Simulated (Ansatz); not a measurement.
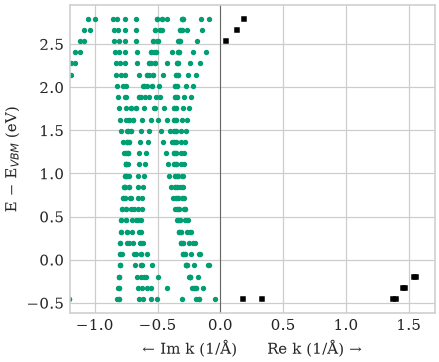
Complex bands at the centre of the two-dimensional zone; Ansatz (an electronic-structure program) with r2SCAN

The gap is the functional's own, uncorrected, and κ follows it; spin-orbit coupling is left out. Mid-gap values are interpolated between the computed energies.

Task: This is TiO$_{2}$ (I4_1/amd, anatase, 6 atoms a cell, 11.5 Å³ an atom) along the normal of (100). Read off the slowest decay at the centre of the two-dimensional zone at 1.24 eV, the computed energy nearest the middle of the gap.

Result: κ ≈ 0.29 1/Å, a decay length 1/(2κ) of the density of 1.7 Å.
